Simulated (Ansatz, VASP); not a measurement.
# Cross-check of InP between VASP and Ansatz, part 2 of 2

One calculation is typed for both programs; each brings its own data sets. How far apart do they land? The cell is taken from a series of VASP runs on this material, whose earlier steps may have relaxed, scaled or displaced it; both programs get it as it stands. Valence electrons are named where the data sets of a main pair hold unlike numbers.

VASP 6.6.1 and Ansatz 0.2.0.

So far. Step 6 (Ansatz: single point, PBE with D3(BJ)): The run ends at a pressure of 0.07 GPa.

## Step 7: VASP: single point, PBE with D3(BJ)

Level of this step: PBE with D3(BJ); plane waves and PAW (In_d, P) (VASP).

The same cell, functional, mesh and smearing now go to VASP, with its own data sets.

Contents of INCAR:

```
SYSTEM = InP
PREC = Accurate
ENCUT = 400
EDIFF = 1E-06
NELM = 100
ISMEAR = 0
SIGMA = 0.05
LREAL = .FALSE.
ALGO = Normal
GGA = PE
IVDW = 12
NBANDS = 25
LORBIT = 11
LWAVE = .FALSE.
LCHARG = .FALSE.
KPAR = 2
LOPTICS = .TRUE.
NEDOS = 1500
CSHIFT = 0.1
```

Contents of POSCAR:

```
InP
1.0
    0.0000000000      2.9457387471      2.9457387471
    2.9457387471      0.0000000000      2.9457387471
    2.9457387471      2.9457387471      0.0000000000
In P
1 1
Direct
    0.0000000000      0.0000000000      0.0000000000
    0.2500000000      0.2500000000      0.2500000000
```

Contents of KPOINTS:

```
Automatic mesh
0
Gamma
10 10 10
0 0 0
```

The projector-augmented-wave data sets are In_d and P (PBE family, release 64).

Command:

```
$ mpirun -np 2 vasp_std
```

Numbers of over 12 decimals in the logs are rounded to 6 here.

The log of the run:

```text
[... set-up lines as in an earlier step ...]
 entering main loop
       N       E                     dE             d eps       ncg     rms          rms(c)
DAV:   1     0.124657898811E+03    0.12466E+03   -0.63755E+03  2424   0.664E+02
DAV:   2     0.306901184754E+01   -0.12159E+03   -0.11207E+03  2663   0.222E+02
DAV:   3    -0.847854191362E+01   -0.11548E+02   -0.11410E+02  2876   0.622E+01
DAV:   4    -0.879786283750E+01   -0.31932E+00   -0.31900E+00  2880   0.102E+01
[...]
DAV:  10    -0.839536560667E+01   -0.16132E-03   -0.14398E-04  2800   0.136E-01    0.555E-02
DAV:  11    -0.839543787007E+01   -0.72263E-04   -0.96883E-05  2607   0.690E-02    0.236E-02
DAV:  12    -0.839543732136E+01    0.54870E-06   -0.38243E-06  2831   0.149E-02
   1 F= -.90120324E+01 E0= -.90120324E+01  d E =-.833986E-11
 optical routines
 imaginary and real dielectric function
 recalculating local potential from charge density
 direction            1
 direction            2
 direction            3
```

Parts of OUTCAR (step 7):

```text
 Edisp (eV)   -0.61660

  Total       0.00540     0.00540     0.00540     0.00000    -0.00000    -0.00000
  in kB       0.16927     0.16927     0.16927     0.00000    -0.00000    -0.00000
  external pressure =        0.17 kB  Pullay stress =        0.00 kB

 POSITION                                       TOTAL-FORCE (eV/Angst)
 -----------------------------------------------------------------------------------
      0.00000      0.00000      0.00000        -0.000000     -0.000000     -0.000000
      1.47287      1.47287      1.47287         0.000000      0.000000      0.000000
 -----------------------------------------------------------------------------------
    total drift:                                0.000000      0.000000      0.000000

  FREE ENERGIE OF THE ION-ELECTRON SYSTEM (eV)
  ---------------------------------------------------
  free  energy   TOTEN  =        -9.0120324085 eV

  energy  without entropy=       -9.0120324085  energy(sigma->0) =       -9.01203241

[... 1 part as in an earlier step ...]

[... 2 further parts left out ...]
[key lines of the parts left out:]
E-fermi :   5.2204
```

With so small a gap the low-energy part of the spectrum hangs on the few k-points near the gap and is not converged.

## Step 8: Differences

Both answers:

```tsv
quantity	Ansatz	VASP	difference
pressure (GPa)	0.07	0.02	+0.06
gap on the k mesh (eV)	0.631	0.627	+0.004
```

A gap on the mesh is an upper bound, since the band edges may lie between its points. Ansatz's pressure holds a Pulay correction of 0.04 GPa; VASP's holds none.

## Step 9: Further runs

Further runs change the set-up of one program: Ansatz's method, potentials or start, or VASP's data sets, cutoff or form of LDA. The table gives Ansatz less VASP for each quantity, since a change that brings one quantity closer may part another.

```tsv
run	pressure (GPa)	gap on the k mesh (eV)
as above	0.057	0.0041
Ansatz's all-electron LAPW method	0.056	0.0026
```

## Step 10: Ansatz: band structure, PBE with D3(BJ), spin-orbit coupling

Levels along a path test the potential and the projectors away from the mesh points.

The cell is taken from a series of VASP runs on this material, whose earlier steps may have relaxed, scaled or displaced it; both programs get it as it stands.

Contents of input.yaml:

```yaml
crystal:
  lattice:
    - [0.0, 2.9457387471, 2.9457387471]
    - [2.9457387471, 0.0, 2.9457387471]
    - [2.9457387471, 2.9457387471, 0.0]
  atoms:
    - { symbol: In, position: [0.0, 0.0, 0.0] }
    - { symbol: P, position: [0.25, 0.25, 0.25] }
hamiltonian:
  xc: pbe
  pseudopotentials: { kind: paw_fr }
  dispersion: d3bj
magnetization:
  noncollinear: true
  spin_orbit: true
kpoints:
  mp_grid: { grid: [5, 5, 5] }
  band_path:
    path:
      - [0.0, 0.0, 0.0]
      - [0.16667, 0.0, 0.16667]
      - [0.33333, 0.0, 0.33333]
      - [0.5, 0.0, 0.5]
      - [0.5, 0.08333, 0.58333]
      - [0.5, 0.18333, 0.68333]
      - [0.5, 0.25, 0.75]
      - [0.45, 0.3, 0.75]
      - [0.40833, 0.34167, 0.75]
      - [0.35, 0.35, 0.7]
      - [0.225, 0.225, 0.45]
      - [0.075, 0.075, 0.15]
      - [0.03333, 0.03333, 0.03333]
      - [0.23333, 0.23333, 0.23333]
      - [0.4, 0.4, 0.4]
      - [0.51667, 0.46667, 0.51667]
      - [0.55833, 0.38333, 0.55833]
      - [0.60833, 0.28333, 0.60833]
      - [0.60833, 0.25, 0.64167]
      - [0.55833, 0.25, 0.69167]
      - [0.51667, 0.25, 0.73333]
      - [0.5, 0.3, 0.7]
      - [0.5, 0.38333, 0.61667]
      - [0.5, 0.48333, 0.51667]
      - [0.475, 0.475, 0.55]
      - [0.425, 0.425, 0.65]
      - [0.38333, 0.38333, 0.73333]
      - [0.59167, 0.18333, 0.59167]
      - [0.55, 0.1, 0.55]
      - [0.5, 0.0, 0.5]
    npoints: 1
scf:
  occupations: { method: gaussian, width: 0.05 }
  n_extra_bands: 14
output:
  forces: true
  stress: true
  eigenvalues: true
```

Command:

```
$ ansatz run input.yaml --threads 2 --pin off --max-ram 4608MiB --backend cpu --events-out ev --progress --plain --runs-dir out
```

The log of the run:

```text
[...]
non-collinear run that drives no moment, with spin-orbit: no starting moment large enough to seed its density (crystal.atoms[].spin), no starting occupations that ask for one, no magnetisation constraint and no magnetic field, so the semilocal B_xc is pinned to zero
Crystal: 2 atoms, lattice volume = 51.123 Å³
[...]
k-point 1: bands = [... 14 lower, 6.3706, 6.3706, 6.4530, 6.4664, 8.5921, 8.5921, 11.2540, 11.2540, ... 10 higher]
  k-point 2: bands = [... 14 lower, 5.8760, 5.8760, 5.9820, 5.9892, 8.3317, 8.3317, 11.5452, 11.5452, ... 10 higher]
  k-point 9: bands = [... 14 lower, 3.7788, 3.8709, 4.5681, 4.6614, 10.6225, 10.6383, 10.8265, 10.8748, ... 10 higher]
[key lines of the parts left out:]
SCF converged after 7 iterations
Magnetization: |M| = 0.0000 μB,  M = (+0.0000, +0.0000, +0.0000) μB
Free energy (F): -6356.504357 eV
Fermi energy:    7.145413 eV
P = ⅓ Tr σ = 0.0221 GPa (0.221 kbar)
```

Wall time 9.3 s (2 threads of Arm Neoverse N1, shared host); peak memory 0.39 GiB; 18 s of CPU time.

## Step 11: VASP: band structure, PBE with D3(BJ), spin-orbit coupling

The same cell, functional, mesh and smearing now go to VASP, with its own data sets.

Contents of INCAR:

```
SYSTEM = InP
PREC = Accurate
ENCUT = 400
EDIFF = 1E-06
NELM = 100
ISMEAR = 0
SIGMA = 0.05
LREAL = .FALSE.
ALGO = Normal
GGA = PE
IVDW = 12
LNONCOLLINEAR = .TRUE.
MAGMOM = 0 0 0 0 0 0
NBANDS = 30
GGA_COMPAT = .FALSE.
LASPH = .TRUE.
LSORBIT = .TRUE.
LORBIT = 11
LWAVE = .FALSE.
LCHARG = .FALSE.
KPAR = 2
```

POSCAR is that of step 7.

Contents of KPOINTS:

```
Automatic mesh
0
Gamma
5 5 5
0 0 0
```

Contents of KPOINTS_OPT:

```
Line mode
16
Line-mode
Reciprocal
  0.00000000   0.00000000   0.00000000 GAMMA
  0.50000000   0.00000000   0.50000000 X

  0.50000000   0.00000000   0.50000000 X
  0.50000000   0.25000000   0.75000000 W

  0.50000000   0.25000000   0.75000000 W
  0.37500000   0.37500000   0.75000000 K

  0.37500000   0.37500000   0.75000000 K
  0.00000000   0.00000000   0.00000000 GAMMA

  0.00000000   0.00000000   0.00000000 GAMMA
  0.50000000   0.50000000   0.50000000 L

  0.50000000   0.50000000   0.50000000 L
  0.62500000   0.25000000   0.62500000 U

  0.62500000   0.25000000   0.62500000 U
  0.50000000   0.25000000   0.75000000 W

  0.50000000   0.25000000   0.75000000 W
  0.50000000   0.50000000   0.50000000 L

  0.50000000   0.50000000   0.50000000 L
  0.37500000   0.37500000   0.75000000 K

  0.62500000   0.25000000   0.62500000 U
  0.50000000   0.00000000   0.50000000 X
```

Command:

```
$ mpirun -np 2 vasp_ncl
```

The log of the run:

```text
[... set-up lines as in an earlier step ...]
 entering main loop
       N       E                     dE             d eps       ncg     rms          rms(c)
DAV:   1     0.145841165389E+03    0.14584E+03   -0.69217E+03   846   0.115E+03
DAV:   2     0.657680157237E+01   -0.13926E+03   -0.13326E+03   852   0.323E+02
DAV:   3    -0.816945545617E+01   -0.14746E+02   -0.14510E+02  1038   0.118E+02
DAV:   4    -0.878727644970E+01   -0.61782E+00   -0.61650E+00  1022   0.247E+01
[...]
DAV:  11    -0.839697699292E+01   -0.16163E-03   -0.28220E-04  1018   0.177E-01    0.197E-02
DAV:  12    -0.839699047173E+01   -0.13479E-04   -0.36022E-05  1118   0.470E-02    0.175E-02
DAV:  13    -0.839699051545E+01   -0.43724E-07   -0.21056E-06  1056   0.121E-02
   1 F= -.90135856E+01 E0= -.90135856E+01  d E =-.799454E-14  mag=    -0.0000    -0.0000     0.0000
 Start KPOINTS_OPT (optional k-point list driver)
k-point batch [1-14\160]
       N       E                     dE             ncg
DAV:   1     0.102682433179E+04   -0.16782E+04      840
DAV:   2    -0.907780208897E+03   -0.19346E+04      846
DAV:   3    -0.113374873035E+04   -0.22597E+03     1062
DAV:   4    -0.114360695779E+04   -0.98582E+01     1008
DAV:   5    -0.114410631433E+04   -0.49936E+00     1300
DAV:   6    -0.114411163834E+04   -0.53240E-02     1046
DAV:   7    -0.114411195187E+04   -0.31354E-03     1272
DAV:   8    -0.114411195802E+04   -0.61411E-05     1054
DAV:   9    -0.114411195823E+04   -0.21640E-06      666
[...]
k-point batch [155-160\160]
       N       E                     dE             ncg
DAV:   1     0.467997390464E+04   -0.27982E+04      366
DAV:   2     0.387195395802E+04   -0.80802E+03      366
DAV:   3     0.378695533073E+04   -0.84999E+02      474
DAV:   4     0.378401620185E+04   -0.29391E+01      512
DAV:   5     0.378386503903E+04   -0.15116E+00      582
DAV:   6     0.378386342232E+04   -0.16167E-02      552
DAV:   7     0.378386334938E+04   -0.72940E-04      502
DAV:   8     0.378386334766E+04   -0.17232E-05      568
DAV:   9     0.378386334761E+04   -0.43161E-07      382
```

From OUTCAR (step 11):

```text
 Edisp (eV)   -0.61660

  Total      -0.00392    -0.00392    -0.00392     0.00000     0.00000    -0.00000
  in kB      -0.12291    -0.12291    -0.12291     0.00000     0.00000    -0.00000
  external pressure =       -0.12 kB  Pullay stress =        0.00 kB

  FREE ENERGIE OF THE ION-ELECTRON SYSTEM (eV)
  ---------------------------------------------------
  free  energy   TOTEN  =        -9.0135856026 eV

  energy  without entropy=       -9.0135856026  energy(sigma->0) =       -9.01358560

 magnetization (x)
# of ion       s       p       d       tot
------------------------------------------
    1        0.000   0.000  -0.000   0.000
    2        0.000  -0.000   0.000  -0.000
--------------------------------------------------
tot          0.000  -0.000  -0.000  -0.000

 magnetization (y)
# of ion       s       p       d       tot
------------------------------------------
    1       -0.000   0.000   0.000  -0.000
    2        0.000  -0.000   0.000  -0.000
--------------------------------------------------
tot         -0.000  -0.000   0.000  -0.000

 magnetization (z)
# of ion       s       p       d       tot
------------------------------------------
    1       -0.000  -0.000  -0.000  -0.000
    2        0.000  -0.000   0.000  -0.000
--------------------------------------------------
tot          0.000  -0.000  -0.000  -0.000

[... 2 parts as in an earlier step ...]

[... 2 further parts left out ...]
[key lines of the parts left out:]
E-fermi :   5.3145
```

The run ends at a pressure of -0.01 GPa.

## Step 12: Side by side

What differs besides the data sets and the points named for the pairs above, as far as they apply: spin-orbit coupling enters by fully relativistic files in Ansatz and inside the spheres in VASP. Total energies have different zeros and are not compared.

The two programs side by side:

```tsv
quantity	Ansatz	VASP	difference
pressure (GPa)	0.02	-0.01	+0.03
gap over the path points (eV)	0.597	0.593	+0.004
```

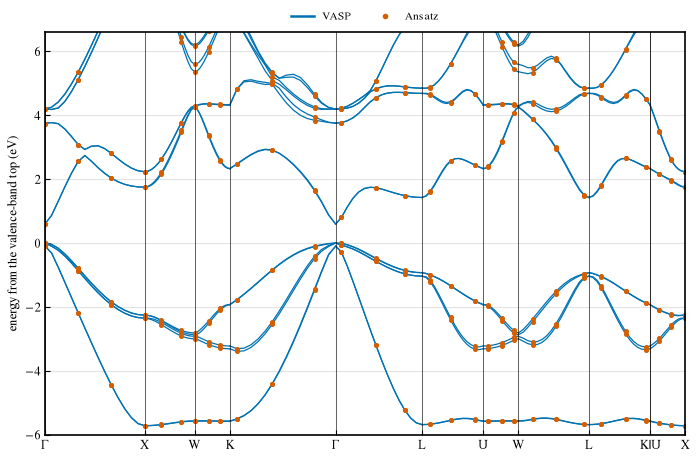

Bands from VASP (lines) and levels from Ansatz (dots). Dots without a line are higher empty bands that the VASP plot leaves out.

Levels at points of the path, from each program's valence-band top (eV; 6 filled, then empty):

```tsv
k (reciprocal lattice)	Ansatz	VASP
0.000 0.000 0.000	-0.10 -0.10 0.00 0.00 0.00 0.00 0.60 0.60 3.74 3.74 4.19 4.19	-0.10 -0.10 0.00 0.00 0.00 0.00 0.59 0.59 3.75 3.75 4.20 4.20
0.167 0.000 0.167	-2.19 -2.19 -0.87 -0.87 -0.79 -0.79 2.56 2.56 3.08 3.08 5.10 5.10	-2.19 -2.19 -0.86 -0.86 -0.79 -0.79 2.55 2.55 3.08 3.08 5.12 5.12
0.333 0.000 0.333	-4.45 -4.45 -1.94 -1.94 -1.85 -1.85 2.03 2.03 2.81 2.81 7.37 7.37	-4.45 -4.45 -1.94 -1.94 -1.85 -1.85 2.03 2.03 2.80 2.80 7.38 7.38
0.500 0.000 0.500	-5.72 -5.72 -2.36 -2.36 -2.26 -2.26 1.75 1.75 2.24 2.24 9.08 9.08	-5.72 -5.72 -2.35 -2.35 -2.26 -2.26 1.75 1.75 2.23 2.23 9.09 9.09
0.500 0.083 0.583	-5.69 -5.68 -2.56 -2.49 -2.43 -2.42 2.15 2.21 2.62 2.63 8.22 8.25	-5.69 -5.68 -2.56 -2.48 -2.43 -2.42 2.15 2.21 2.62 2.62 8.23 8.27
0.500 0.183 0.683	-5.60 -5.59 -2.92 -2.83 -2.78 -2.74 3.47 3.53 3.76 3.77 6.28 6.45	-5.61 -5.59 -2.91 -2.83 -2.78 -2.74 3.47 3.53 3.75 3.77 6.29 6.45
0.500 0.250 0.750	-5.58 -5.57 -3.00 -2.92 -2.87 -2.81 4.25 4.25 4.27 4.30 5.35 5.59	-5.58 -5.57 -3.00 -2.92 -2.87 -2.81 4.25 4.25 4.27 4.30 5.36 5.60
0.450 0.300 0.750	-5.57 -5.56 -3.18 -3.09 -2.52 -2.44 3.34 3.38 4.35 4.36 5.97 6.14	-5.58 -5.57 -3.18 -3.09 -2.51 -2.44 3.34 3.38 4.35 4.36 5.98 6.14
0.408 0.342 0.750	-5.58 -5.57 -3.29 -3.20 -2.09 -2.05 2.55 2.59 4.32 4.34 6.83 6.95	-5.58 -5.57 -3.29 -3.20 -2.09 -2.05 2.55 2.58 4.32 4.34 6.84 6.96
0.350 0.350 0.700	-5.51 -5.50 -3.40 -3.31 -1.78 -1.77 2.47 2.48 4.81 4.82 6.95 6.98	-5.51 -5.50 -3.39 -3.31 -1.78 -1.77 2.47 2.48 4.81 4.82 6.96 6.99
```

Among the levels compared at these points, filled levels agree within 5 meV and empty ones within 16 meV. Ansatz's pressure holds a Pulay correction of 0.04 GPa; VASP's holds none.

## Step 13: What came out

```
largest difference of a filled level at the path points (band structure, PBE with D3(BJ))                      : 1.7 meV
difference in gap on the k mesh (single point, PBE with D3(BJ))                                                : 0.0041 eV
largest difference of a filled level at the path points (band structure, PBE with D3(BJ), spin-orbit coupling) : 5 meV
```

**Reading.** The largest difference of a filled level at the path points is 5 meV (band structure, PBE with D3(BJ), spin-orbit coupling), within the 80 meV picked in this series as the mark of a large difference. Band structure, PBE with D3(BJ), Ansatz's all-electron LAPW method: the difference in gap over the path points goes from 0.0039 to 0.0024 eV. Single point, PBE with D3(BJ), Ansatz's all-electron LAPW method: the difference in gap on the k mesh goes from 0.0041 to 0.0026 eV. Such differences can come from data sets, numerical settings and the points named under the comparisons, not from the functional's error against experiment.

[Lines on the potential files, build, host, timing and source positions are cut from VASP's logs without a mark.]

[Logs are printed without paths, hosts, clocks, repeated set-up lines and the standing remarks that a program may print on its own settings, such as how far it seeks lower states.]

[Hosts, paths, dates, database ids (printed as entryN), source tags and the programs' standing remarks are cut or masked in the printed files.]
